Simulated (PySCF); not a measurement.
**Run report: GeH$_{2}$Cl, geometry relaxation**

System: GeH$_{2}$Cl, multiplicity 2, SMILES [Cl][GeH2].
Method: PBE0/def2-TZVP, UKS, dispersion D4 (PySCF 2.14.0).

The atoms were displaced at random from an optimised geometry.

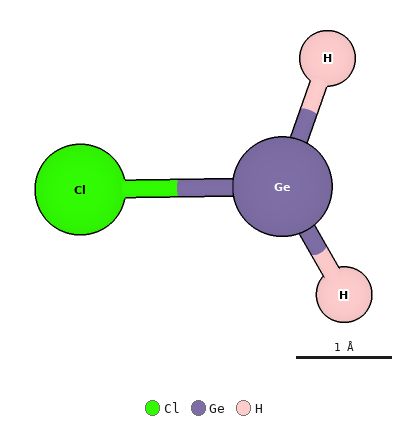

**Figure 1.** The structure as given in the input (ball-and-stick view, seen at a tilt). Sticks mark near contacts.

Key numbers

```json
{"quantity": "outcome", "value": "converged"}
{"quantity": "total energy", "value": "−2537.999440 hartree"}
{"quantity": "dispersion energy", "value": "−0.001983 hartree"}
{"quantity": "basis functions", "value": "97"}
{"quantity": "⟨S²⟩", "value": "0.752"}
{"quantity": "dipole moment", "value": "1.77 D"}
{"quantity": "hardware", "value": "1 thread of Arm Neoverse V2, 24 GiB of memory available, shared host"}
{"quantity": "wall time", "value": "79 s"}
{"quantity": "peak memory", "value": "0.94 GiB"}
```

Input file (run.py)
```python
from pyscf import gto, dft
from pyscf.geomopt.geometric_solver import kernel as optimise

mol = gto.M(
    atom='mol.xyz',
    charge=0,
    verbose=3,
    spin=1,
    basis='def2-tzvp',
    max_memory=1860,
)

mf = dft.UKS(mol, xc='pbe0')
mf = mf.density_fit(auxbasis='def2-universal-jkfit')
mf.conv_tol = 1e-09
mf.disp = 'd4'
mf.grids.level = 4
mf.max_cycle = 100
converged, mol_eq = optimise(mf, maxsteps=100)
print('converged:', converged)
print(mol_eq.tostring())

mf.reset(mol_eq)
mol = mol_eq
mf.kernel()
e_final = mf.e_tot
print(f'total energy: {e_final:.8f} hartree')
```

File mol.xyz
```
4

Cl    -1.554633     0.323533     0.996347
Ge     0.136256    -0.473188    -0.136748
H      0.129491     0.273140    -1.492795
H      1.342345    -0.108831     0.682546
```

Launch command:
```bash
OMP_NUM_THREADS=1 python run.py
```

The program's output
```
#|     Arguments passed to driver run_optimizer():      |#
customengine              <pyscf.geomopt.geometric_solver.PySCFEngine object>
maxiter                   100
----------------------------------------------------------
Custom engine selected.
Bonds will be generated from interatomic distances less than 1.20 times sum of covalent radii
12 internal coordinates being used (instead of 12 Cartesians)
Internal coordinate system (atoms numbered from 1):
Distance 1-2
Distance 2-3
Distance 2-4
Angle 1-2-3
Angle 1-2-4
Angle 3-2-4
Translation-X 1-4
Translation-Y 1-4
Translation-Z 1-4
Rotation-A 1-4
Rotation-B 1-4
Rotation-C 1-4
<class 'geometric.internal.Distance'> : 3
<class 'geometric.internal.Angle'> : 3
<class 'geometric.internal.TranslationX'> : 1
<class 'geometric.internal.TranslationY'> : 1
<class 'geometric.internal.TranslationZ'> : 1
<class 'geometric.internal.RotationA'> : 1
<class 'geometric.internal.RotationB'> : 1
<class 'geometric.internal.RotationC'> : 1
> ===== Optimization Info: ====
> Job type: Energy minimization
> Maximum number of optimization cycles: 100
> Initial / maximum trust radius (Angstrom): 0.100 / 0.300
> Convergence Criteria:
> Will converge when all 5 criteria are reached:
>  |Delta-E| < 1.00e-06
>  RMS-Grad  < 3.00e-04
>  Max-Grad  < 4.50e-04
>  RMS-Disp  < 1.20e-03
>  Max-Disp  < 1.80e-03
> === End Optimization Info ===

Geometry optimization cycle 1
Cartesian coordinates (Angstrom)
 Atom        New coordinates             dX        dY        dZ
  Cl  -1.554633   0.323533   0.996347    0.000000  0.000000  0.000000
  Ge   0.136256  -0.473188  -0.136748   -0.000000  0.000000  0.000000
   H   0.129491   0.273140  -1.492795    0.000000  0.000000  0.000000
   H   1.342345  -0.108831   0.682546    0.000000  0.000000  0.000000

WARN: Mole.unit (angstrom) is changed to Bohr

WARN: HOMO -0.178454181760248 >= LUMO -0.178454181760252

converged SCF energy = -2537.99842119398  <S^2> = 0.75208797  2S+1 = 2.0020869
--------------- DFUKS_Scanner gradients ---------------
         x                y                z
0 Cl    -0.0053677223     0.0038333145     0.0044967476
1 Ge     0.0178074520    -0.0035309930     0.0032394000
2 H     0.0004767377     0.0014777854     0.0003095374
3 H    -0.0129131932    -0.0017750445    -0.0080461603
----------------------------------------------
cycle 1: E = -2537.99842119  dE = -2538  norm(grad) = 0.0253169
Step    0 : Gradient = 1.266e-02/1.844e-02 (rms/max) Energy = -2537.9984211940
Hessian Eigenvalues: 5.00000e-02 5.00000e-02 5.00000e-02 ... 1.60000e-01 1.67363e-01 1.97612e-01

Geometry optimization cycle 2
Cartesian coordinates (Angstrom)
 Atom        New coordinates             dX        dY        dZ
  Cl  -1.568192   0.316329   0.985931   -0.013559 -0.007204 -0.010416
  Ge   0.121730  -0.443224  -0.133537   -0.014526  0.029964  0.003211
   H   0.112626   0.265986  -1.507596   -0.016865 -0.007154 -0.014801
   H   1.387157  -0.124652   0.704572    0.044812 -0.015821  0.022026
converged SCF energy = -2537.99939404925  <S^2> = 0.75204301  2S+1 = 2.002042
--------------- DFUKS_Scanner gradients ---------------
         x                y                z
0 Cl    -0.0021832258     0.0007907139     0.0016547486
1 Ge     0.0011323393    -0.0003630957    -0.0024765956
2 H    -0.0001537327    -0.0003741569    -0.0004156658
3 H     0.0012071838    -0.0000463911     0.0012389624
----------------------------------------------
cycle 2: E = -2537.99939405  dE = -0.000972855  norm(grad) = 0.00435985
Step    1 : Displace = 3.450e-02/5.240e-02 (rms/max) Trust = 1.000e-01 (=) Grad = 2.180e-03/2.851e-03 (rms/max) E (change) = -2537.9993940492 (-9.729e-04) Quality = 0.924
Hessian Eigenvalues: 4.99999e-02 5.00000e-02 5.00000e-02 ... 1.61505e-01 1.72640e-01 2.10467e-01

Geometry optimization cycle 3
Cartesian coordinates (Angstrom)
 Atom        New coordinates             dX        dY        dZ
  Cl  -1.562301   0.316565   0.980102    0.005892  0.000236 -0.005828
  Ge   0.120209  -0.448967  -0.131196   -0.001521 -0.005743  0.002341
   H   0.111751   0.268383  -1.500217   -0.000875  0.002397  0.007379
   H   1.383554  -0.121832   0.700624   -0.003603  0.002820 -0.003949
converged SCF energy = -2537.99943625168  <S^2> = 0.75204714  2S+1 = 2.0020461
--------------- DFUKS_Scanner gradients ---------------
         x                y                z
0 Cl    -0.0001631580     0.0002023157     0.0002050263
1 Ge     0.0000527057    -0.0003011918    -0.0007961070
2 H    -0.0001460849    -0.0000431854     0.0001366224
3 H     0.0002593345     0.0001483069     0.0004562851
----------------------------------------------
cycle 3: E = -2537.99943625  dE = -4.22024e-05  norm(grad) = 0.00108452
Step    2 : Displace = 7.193e-03/8.331e-03 (rms/max) Trust = 1.414e-01 (+) Grad = 5.423e-04/8.528e-04 (rms/max) E (change) = -2537.9994362517 (-4.220e-05) Quality = 1.092
Hessian Eigenvalues: 4.99971e-02 5.00000e-02 5.00000e-02 ... 1.64401e-01 1.73226e-01 2.20389e-01

Geometry optimization cycle 4
Cartesian coordinates (Angstrom)
 Atom        New coordinates             dX        dY        dZ
  Cl  -1.563523   0.315859   0.979925   -0.001222 -0.000706 -0.000178
  Ge   0.119509  -0.447528  -0.129227   -0.000700  0.001439  0.001969
   H   0.113012   0.267970  -1.499787    0.001261 -0.000414  0.000430
   H   1.384078  -0.122460   0.698313    0.000523 -0.000628 -0.002310
converged SCF energy = -2537.99943941384  <S^2> = 0.75204261  2S+1 = 2.0020416
--------------- DFUKS_Scanner gradients ---------------
         x                y                z
0 Cl     0.0000561330    -0.0000023877    -0.0000267840
1 Ge     0.0000824272     0.0000362467     0.0000309883
2 H    -0.0000621443     0.0000022379    -0.0000316315
3 H    -0.0000738650    -0.0000297158     0.0000293125
----------------------------------------------
cycle 4: E = -2537.99943941  dE = -3.16215e-06  norm(grad) = 0.00015814
Step    3 : Displace = 2.023e-03/2.600e-03 (rms/max) Trust = 2.000e-01 (+) Grad = 7.907e-05/9.523e-05 (rms/max) E (change) = -2537.9994394138 (-3.162e-06) Quality = 1.067
Hessian Eigenvalues: 4.99500e-02 5.00000e-02 5.00000e-02 ... 1.70483e-01 1.90744e-01 2.17336e-01

Geometry optimization cycle 5
Cartesian coordinates (Angstrom)
 Atom        New coordinates             dX        dY        dZ
  Cl  -1.564064   0.315699   0.980010   -0.000541 -0.000160  0.000085
  Ge   0.119140  -0.447640  -0.129037   -0.000369 -0.000112  0.000190
   H   0.113547   0.267892  -1.499475    0.000534 -0.000078  0.000312
   H   1.384333  -0.122411   0.697637    0.000255  0.000049 -0.000676
converged SCF energy = -2537.99943958737  <S^2> = 0.75204259  2S+1 = 2.0020415
--------------- DFUKS_Scanner gradients ---------------
         x                y                z
0 Cl     0.0000194814    -0.0000001844    -0.0000122861
1 Ge     0.0000363356     0.0000276414     0.0000120038
2 H    -0.0000191959    -0.0000065931     0.0000059524
3 H    -0.0000341012    -0.0000144753    -0.0000037929
----------------------------------------------
cycle 5: E = -2537.99943959  dE = -1.73538e-07  norm(grad) = 6.77726e-05
```

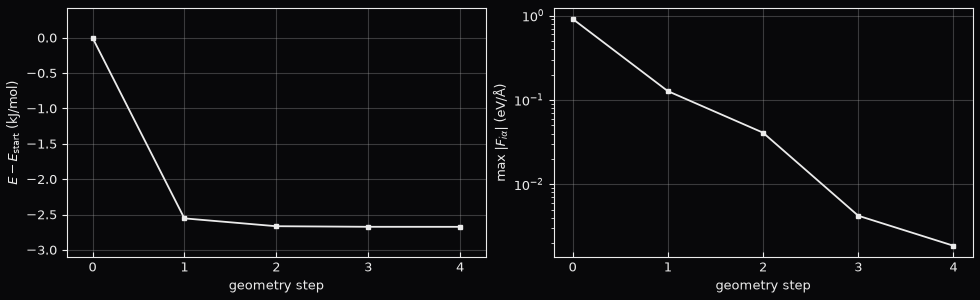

**Figure 2.** Progress of the relaxation, step by step (steps are counted from 0).

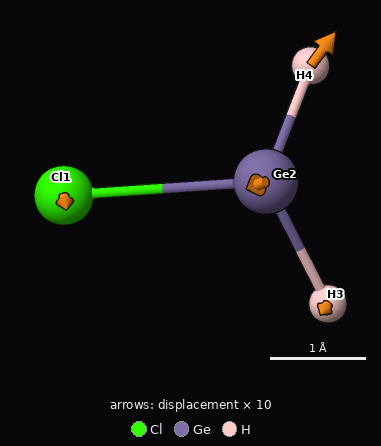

**Figure 3.** The starting structure with the displacements as orange arrows, magnified 10 times (ball-and-stick view, seen on its broad side). The two geometries are laid on each other by the best rigid fit. After 4 geometry steps the energy has fallen by 2.67 kJ/mol. Largest force component: 0.92 eV/Å at the start, 0.0019 eV/Å at the end. H4 moves most after the best rigid fit: 0.047 Å. By element the largest moves are H 0.047 Å, Ge 0.032 Å, Cl 0.020 Å. Among the contacts that change: Ge2–H4 1.503 → 1.546 Å, Cl1–Ge2 2.186 → 2.155 Å. Among the angles that change: Cl1–Ge2–H4 104.5° → 106.8°. (Atoms are counted from 1 in the order of the input.)

```
Step    4 : Displace = 5.885e-04/7.354e-04 (rms/max) Trust = 2.828e-01 (+) Grad = 3.389e-05/4.721e-05 (rms/max) E (change) = -2537.9994395874 (-1.735e-07) Quality = 1.274
Hessian Eigenvalues: 4.99500e-02 5.00000e-02 5.00000e-02 ... 1.70483e-01 1.90744e-01 2.17336e-01
Converged! =D

converged: True
Cl         -1.56406403        0.31569919        0.98001009
Ge          0.11913984       -0.44764047       -0.12903666
H           0.11354660        0.26789206       -1.49947501
H           1.38433266       -0.12241147        0.69763727

WARN: HOMO -0.173898517578053 >= LUMO -0.173898517578049

converged SCF energy = -2537.99943958738  <S^2> = 0.75204259  2S+1 = 2.0020415
total energy: -2537.99943959 hartree
```

Trajectory as extended XYZ (Å, eV, eV/Å), 5 frames, from step=0 to step=4
```
4
Properties=species:S:1:pos:R:3:forces:R:3 step=0 energy=-69062.45533
Cl   -1.5546    0.3235    0.9963    0.2760  -0.1971  -0.2312
Ge    0.1363   -0.4732   -0.1367   -0.9157   0.1816  -0.1666
H     0.1295    0.2731   -1.4928   -0.0245  -0.0760  -0.0159
H     1.3423   -0.1088    0.6825    0.6640   0.0913   0.4138
4
Properties=species:S:1:pos:R:3:forces:R:3 step=1 energy=-69062.48180
Cl   -1.5682    0.3163    0.9859    0.1123  -0.0407  -0.0851
Ge    0.1217   -0.4432   -0.1335   -0.0582   0.0187   0.1274
H     0.1126    0.2660   -1.5076    0.0079   0.0192   0.0214
H     1.3872   -0.1247    0.7046   -0.0621   0.0024  -0.0637
4
Properties=species:S:1:pos:R:3:forces:R:3 step=2 energy=-69062.48295
Cl   -1.5623    0.3166    0.9801    0.0084  -0.0104  -0.0105
Ge    0.1202   -0.4490   -0.1312   -0.0027   0.0155   0.0409
H     0.1118    0.2684   -1.5002    0.0075   0.0022  -0.0070
H     1.3836   -0.1218    0.7006   -0.0133  -0.0076  -0.0235
4
Properties=species:S:1:pos:R:3:forces:R:3 step=3 energy=-69062.48304
Cl   -1.5635    0.3159    0.9799   -0.0029   0.0001   0.0014
Ge    0.1195   -0.4475   -0.1292   -0.0042  -0.0019  -0.0016
H     0.1130    0.2680   -1.4998    0.0032  -0.0001   0.0016
H     1.3841   -0.1225    0.6983    0.0038   0.0015  -0.0015
4
Properties=species:S:1:pos:R:3:forces:R:3 step=4 energy=-69062.48304
Cl   -1.5641    0.3157    0.9800   -0.0010   0.0000   0.0006
Ge    0.1191   -0.4476   -0.1290   -0.0019  -0.0014  -0.0006
H     0.1135    0.2679   -1.4995    0.0010   0.0003  -0.0003
H     1.3843   -0.1224    0.6976    0.0018   0.0007   0.0002
```
